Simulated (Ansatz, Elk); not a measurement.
# NaN2: X-ray structure factors from the self-consistent density

Structure refinements treat a crystal as free atoms side by side. For a made-up structure of NaN2 (cell and positions from a r2SCAN relaxation) the runs below show what the calculated density changes in F(hkl).

Main program and level: Elk 11.2.3 (patched build); DFT, PBE, all-electron APW+lo, Dirac cores, scalar-relativistic bands, static density, no spin.

The structure was built from a prototype and need not be the compound's stable phase.

## (1) Starting point

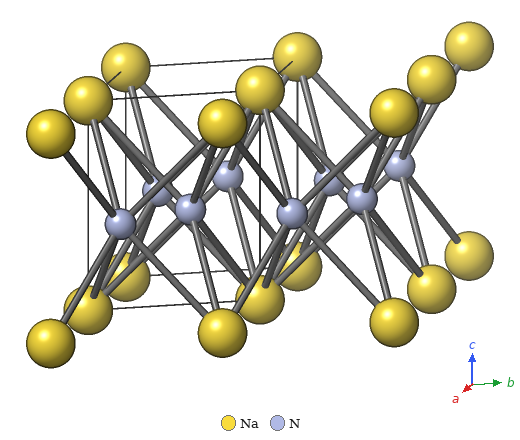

The cell as given, slightly off an axis (sodium yellow, nitrogen light blue). 2×2×1 cells are drawn. Some periodic images of atoms are drawn too.

## (2) Ground state and structure factors

An all-electron density is needed, since X-rays see the cores too. Task 0 finds the density and task 195 Fourier-transforms it; tshift is off so that phases refer to the origin typed.

Contents of elk.in:

```
tasks
  0
  195

xctype
  20

spinpol
  .false.

rgkmax
  7.0

gmaxvr
  14.0

lmaxo
  7

lmaxapw
  8

swidth
  0.002

tshift
  .false.

ramdisk
  .false.

hmaxvr
  5.5

maxscl
  120

epspot
  1e-06

sppath
  './'

avec
  5.83671721621 -0.00000000000 0.00000000000
  -2.91835860810 5.05474538394 0.00000000000
  0.00000000000 0.00000000000 6.89892468373

atoms
  2
  'Na.in'
  1
  -0.0000000000 -0.0000000000 0.0000000000   0.000000 0.000000 0.000000
  'N.in'
  2
  0.6666666667 0.3333333333 0.5000000000   0.000000 0.000000 0.000000
  0.3333333333 0.6666666667 0.5000000000   0.000000 0.000000 0.000000

ngridk
  8 8 6
```

Launch:

```bash
> OMP_NUM_THREADS=4 elk
```

Numbers of over 12 decimals in the logs are rounded to 6 here.

The program printed:

```text
┌─────────────────────────┐
│ Elk code version 11.2.3 │
└─────────────────────────┘

All units are atomic (Hartree, Bohr, etc.)

┌─────────────────────────────────────────────────┐
│ Ground-state run starting from atomic densities │
└─────────────────────────────────────────────────┘

Lattice vectors :
   5.836717216      -0.000000000       0.000000000
  -2.918358608       5.054745384       0.000000000
   0.000000000       0.000000000       6.898924684

Reciprocal lattice vectors :
   1.076493014      0.6215135313      -0.000000000
   0.000000000       1.243027063      -0.000000000
  -0.000000000      -0.000000000      0.9107485000

Unit cell volume      :    203.5397987
Brillouin zone volume :    1.218681629

Muffin-tin inner radius fraction :   0.1000000000E-01

Nuclei treated as point charges

Species : 1 (Na)
 parameters loaded from : Na.in
 name : sodium
 nuclear charge    :   -11.00000000
 electronic charge :    11.00000000
 atomic mass :    41907.78703
 muffin-tin radius :    2.200000000
 number of radial points in muffin-tin :    793
 inner part over the whole radius :   0.9883648912E-02
 number on inner part of muffin-tin    :    551
 approximate nuclear radius :   0.5574345702E-04
 number of mesh points to nuclear radius :    238
 atomic positions (lattice), magnetic fields (Cartesian) :
  1 :   0.00000000  0.00000000  0.00000000    0.00000000  0.00000000  0.00000000

Species : 2 (N)
 parameters loaded from : N.in
 name : nitrogen
 nuclear charge    :   -7.000000000
 electronic charge :    7.000000000
 atomic mass :    25532.65216
 muffin-tin radius :    1.659915128
 number of radial points in muffin-tin :    593
 inner part over the whole radius :   0.9927139742E-02
 number on inner part of muffin-tin    :    406
 approximate nuclear radius :   0.4939692610E-04
 number of mesh points to nuclear radius :    170
 atomic positions (lattice), magnetic fields (Cartesian) :
  1 :  -0.33333333  0.33333333  0.50000000    0.00000000  0.00000000  0.00000000
  2 :   0.33333333 -0.33333333  0.50000000    0.00000000  0.00000000  0.00000000

Total number of atoms per unit cell :    3
Total muffin-tin volume :    82.91789307
 ratio of muffin-tin to unit cell volume :   0.4073792624

Spin treatment :
 spin-unpolarised

Number of Bravais lattice symmetries :   24
Number of crystal symmetries         :   24
Crystal has inversion symmetry
Real symmetric eigensolver will be used

k-point grid :      8     8     6
k-point offset :    0.000000000       0.000000000       0.000000000
k-point set is reduced with full crystal symmetry group
Total number of k-points :       40

Muffin-tin radius times maximum |G+k| :    7.000000000
 using average radius
Maximum |G+k| for APW functions       :    3.804464816
Maximum (1/2)|G+k|²                   :    7.236976270
Maximum |G| for potential and density :    14.00000000
Constant for pseudocharge density :    8
 order of it for each species :   15  15
 order of it for pair densities of each species (exact exchange by exxq0 0: 16) :   14   7
Radial integration step length :    1

G-vector grid sizes :     27    27    32
Number of G-vectors :     9421

Maximum angular momentum used for
 APW functions            :    8
 outer part of muffin-tin :    7
 inner part of muffin-tin :    2

Total nuclear charge    :   -25.00000000
Total core charge       :    6.000000000
Total valence charge    :    19.00000000
Total excess charge     :    0.000000000
Total electronic charge :    25.00000000

Effective Wigner radius, rₛ :    1.247977937

Number of empty states         :     12
Total number of valence states :     22
Total number of core states    :      6

Third-order local-orbitals added for an l without core states : T
Total number of local-orbitals :     27

Exchange-correlation functional :     20     0     0
 Perdew-Burke-Ernzerhof, Phys. Rev. Lett. 77, 3865 (1996)
 gradient requirement :    1
 generalised gradient approximation (GGA)

Smearing type :    3
 Fermi-Dirac
Smearing width :   0.2000000000E-02
[...]
Madelung                    :     -328.46891674463
 xc potential                :     -37.597951394052
 exchange                    :     -27.139237630347
 correlation                 :    -0.875811
 electron entropic           :    -0.47259145086806E-03
 total energy                :     -272.73401030701

Density of states at Fermi energy :    41.06817180
 (states/Hartree/unit cell)

Estimated indirect band gap :   0.1983051103E-03
 from k-point 19 to k-point 39
Estimated direct band gap   :   0.4768073400E-01
 at k-point 29

Charges :
 core                        :    6.000000000
 valence                     :    19.00000000
 interstitial                :    3.069401615
 muffin-tins (core leakage)
  species : 1 (Na)
   atom 1                    :    10.08275906     ( -0.9715865579E-07)
  species : 2 (N)
   atom 1                    :    5.923919661     (  0.5414046242E-06)
   atom 2                    :    5.923919661     (  0.5414046242E-06)
 total in muffin-tins        :    21.93059838
 total calculated charge     :    24.99985687
 total charge                :    25.00000000
 error                       :   0.1431292871E-03

RMS change in Kohn-Sham potential (target) :    1.839611187     (  0.1000000000E-05)
Absolute change in total energy (target)   :   0.5481709658     (  0.1000000000E-03)

[... loops 3 to 13 left out ...]

┌──────────────────┐
│ Loop number : 14 │
└──────────────────┘

Energies :
 Fermi                       :     0.171690
 sum of occupied eigenvalues :     -138.96326631014
 electron kinetic            :      271.68196563228
 core electron kinetic       :      201.05738741698
 Coulomb                     :     -515.51659225169
 Coulomb potential           :     -374.63889322461
 nuclear-nuclear             :     -74.085102293761
 electron-nuclear            :     -510.59041639413
 Hartree                     :      69.158926436197
 Madelung                    :     -328.19714563939
 xc potential                :     -36.006338717809
 exchange                    :     -27.088734476275
 correlation                 :    -0.877599
 electron entropic           :    -0.46473166701682E-03
 total energy                :     -271.80142483310

Density of states at Fermi energy :    40.63522588
 (states/Hartree/unit cell)

Estimated indirect band gap :   0.2338749293E-03
 from k-point 17 to k-point 39
Estimated direct band gap   :   0.5127545374E-01
 at k-point 29

Charges :
 core                        :    6.000000000
 valence                     :    19.00000000
 interstitial                :    3.142997872
 muffin-tins (core leakage)
  species : 1 (Na)
[...]
species : 2 (N)
[...]
total in muffin-tins        :    21.85700213
 total calculated charge     :    24.99985364
 total charge                :    25.00000000
 error                       :   0.1463586033E-03

RMS change in Kohn-Sham potential (target) :   0.2929806326E-06 (  0.1000000000E-05)
Absolute change in total energy (target)   :   0.6844967572E-05 (  0.1000000000E-03)

Convergence targets achieved

┌──────────────────┐
│ Loop number : 15 │
└──────────────────┘

Energies :
 Fermi                       :     0.171690
 sum of occupied eigenvalues :     -138.96326505116
 electron kinetic            :      271.68196654857
 core electron kinetic       :      201.05738773889
 Coulomb                     :     -515.51659204817
 Coulomb potential           :     -374.63889320363
 nuclear-nuclear             :     -74.085102293761
 electron-nuclear            :     -510.59041599117
 Hartree                     :      69.158926236765
 Madelung                    :     -328.19714544635
 xc potential                :     -36.006338396096
 exchange                    :     -27.088734448151
 correlation                 :    -0.877599
 electron entropic           :    -0.46473166515339E-03
 total energy                :     -271.80142368679

Density of states at Fermi energy :    40.63522575
 (states/Hartree/unit cell)

Estimated indirect band gap :   0.2338753033E-03
 from k-point 17 to k-point 39
Estimated direct band gap   :   0.5127545577E-01
 at k-point 29

Charges :
 core                        :    6.000000000
 valence                     :    19.00000000
 interstitial                :    3.142997834
 muffin-tins (core leakage)
  species : 1 (Na)
   atom 1                    :    10.11289148     ( -0.9715865446E-07)
  species : 2 (N)
   atom 1                    :    5.872055343     (  0.5508338123E-06)
   atom 2                    :    5.872055343     (  0.5508338123E-06)
 total in muffin-tins        :    21.85700217
 total calculated charge     :    24.99985364
 total charge                :    25.00000000
 error                       :   0.1463585487E-03

┌──────────────────────────────┐
│ Self-consistent loop stopped │
└──────────────────────────────┘

Wrote STATE.OUT
```

Run time: 6.7 s. Hardware: 4 threads of Arm Neoverse V2, shared host; peak memory 0.16 GiB; 20 s of CPU time.

SFACRHO.OUT:

```text

h k l indices transformed by vhmat matrix:
   1.000000000       0.000000000       0.000000000    
   0.000000000       1.000000000       0.000000000    
   0.000000000       0.000000000       1.000000000    

      h      k      l  multipl.   |H|            Re(F)            Im(F)           |F|

      0      0      0      1   0.0000000       25.000001      0.72085957E-16   25.000001    
      0      0     -1      2  0.91074850      -2.1383899      0.21522729E-14   2.1383899    
      1      0      0      6   1.2430271       3.5110033      0.35308527E-15   3.5110033    
     -1      1     -1     12   1.5409669       12.015292     -0.70617053E-15   12.015292    
      0      0     -2      2   1.8214970       13.924052     -0.38249425E-14   13.924052    
      2     -1      0      6   2.1529860       12.648998     -0.18318678E-16   12.648998    
     -1      0      2     12   2.2052137       3.5852183     -0.17654263E-14   3.5852183    
      1      1     -1     12   2.3376937      0.57310657      0.28551150E-14  0.57310657    
     -2      0      0      6   2.4860541       3.2264953     -0.35308527E-15   3.2264953    
      2      0      1     12   2.6476269       7.8708004     -0.35308527E-15   7.8708004    
      0      0      3      2   2.7322455      0.96637927      0.12710165E-14  0.96637927    
     -1      2      2     12   2.8201419       9.6017141      0.33118091E-15   9.6017141    
      1     -1      3     12   3.0017131       6.8442167      0.14123411E-14   6.8442167    
      2      0      2     12   3.0819339       2.6600580     -0.10592558E-14   2.6600580    
     -3      1      0     12   3.2887405       2.3003483      -0.0000000       2.3003483    
      2      1     -1     24   3.4125177       6.1286507     -0.10592558E-14   6.1286507    
     -2      1      3     12   3.4785794      0.43450028     -0.26665744E-15  0.43450028    
      0      0      4      2   3.6429940       7.2281101      0.42513390E-14   7.2281101
```

Elk indexes on the primitive cell of elk.in and gives |H| = 4π sin θ/λ in inverse bohr. Below, one row stands for each form hkl of the conventional cell (m members, Friedel mates merged), F is for one primitive cell and the density is static (no thermal factor). Free-atom factors are Waasmaier and Kirfel's, and R is Σm||F|−|F'||/Σm|F|.

| hkl | m | sin θ/λ (Å⁻¹) | abs F, DFT | neutral atoms | diff. |
| --- | --- | --- | --- | --- | --- |
| 001 | 2 | 0.137 | 2.138 | 2.004 | +0.135 |
| 100 | 6 | 0.187 | 3.511 | 3.750 | -0.239 |
| 101 | 12 | 0.232 | 12.015 | 11.967 | +0.049 |
| 002 | 2 | 0.274 | 13.924 | 14.302 | -0.378 |
| 110 | 6 | 0.324 | 12.649 | 12.495 | +0.154 |
| 102 | 12 | 0.332 | 3.585 | 3.508 | +0.077 |
| 111 | 12 | 0.351 | 0.573 | 0.654 | -0.081 |
| 200 | 6 | 0.374 | 3.227 | 3.250 | -0.024 |
| 201 | 12 | 0.398 | 7.871 | 7.899 | -0.029 |
| 003 | 2 | 0.411 | 0.966 | 0.664 | +0.302 |
| 112 | 12 | 0.424 | 9.602 | 9.675 | -0.074 |
| 103 | 12 | 0.451 | 6.844 | 6.953 | -0.109 |
| 202 | 12 | 0.464 | 2.660 | 2.617 | +0.043 |
| 210 | 12 | 0.495 | 2.300 | 2.395 | -0.095 |

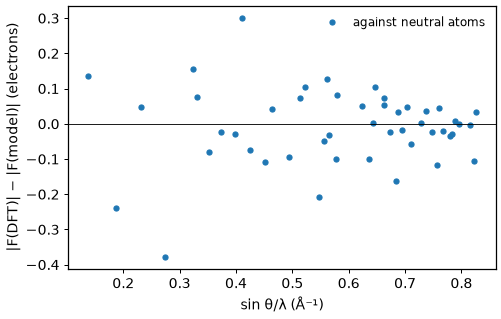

Difference between the calculated structure factors and the independent-atom ones.

## (3) The highest occupied states alone

An energy window below the Fermi level keeps the highest occupied states, to see at which angles they scatter; shallow core shells can lie inside it and anion s states outside. No new self-consistency is needed.

Changes to elk.in since step 2:

```diff
@@ -1,3 +1,2 @@
 tasks
-  0
   195
@@ -40,2 +39,5 @@
 
+wsfac
+  -0.379550 0.471690
+
 sppath
```

Launch:

```bash
> OMP_NUM_THREADS=4 elk
```

The program printed:

```text
┌─────────────────────────────────┐
│ Elk code version 11.2.3 started │
└─────────────────────────────────┘

Info(readinput): the functional depends on the density's gradient
 muffin-tin radial points multiplied by    2.00000
 (not where nrmtscf is given)

┌────────────────────┐
│ Current task : 195 │
└────────────────────┘
Info(checkmt): changed muffin-tin radius of species 2 (N) from   1.8000 to   1.6599

Info(sfacrho): density structure factors written to SFACRHO.OUT

 Energy window :  -0.3795500000      0.4716900000

┌──────────────────┐
│ Elk code stopped │
└──────────────────┘
```

Elapsed: 1.6 s, on 4 threads; peak memory 0.16 GiB; 2.1 s of CPU time.

States within 15 eV below the Fermi level hold 9.00 electrons; any levels below the window count with the cores. Their amplitudes can exceed the total, where window and core parts have opposite phase:

| hkl | sin θ/λ (Å⁻¹) | abs F, window | abs F, all |
| --- | --- | --- | --- |
| 001 | 0.137 | 5.825 | 2.138 |
| 100 | 0.187 | 2.491 | 3.511 |
| 101 | 0.232 | 1.804 | 12.015 |
| 002 | 0.274 | 2.183 | 13.924 |
| 110 | 0.324 | 2.073 | 12.649 |
| 102 | 0.332 | 0.699 | 3.585 |
| 111 | 0.351 | 1.518 | 0.573 |
| 200 | 0.374 | 0.634 | 3.227 |
| 201 | 0.398 | 0.541 | 7.871 |
| 003 | 0.411 | 0.452 | 0.966 |

(Continued in part 2 of 2.)

[Logs are printed without paths, hosts, clocks, repeated set-up lines and the standing remarks that a program may print on its own settings, such as how far it seeks lower states.]

[Hosts, paths, dates, database ids (printed as entryN), source tags and the programs' standing remarks are cut or masked in the printed files.]
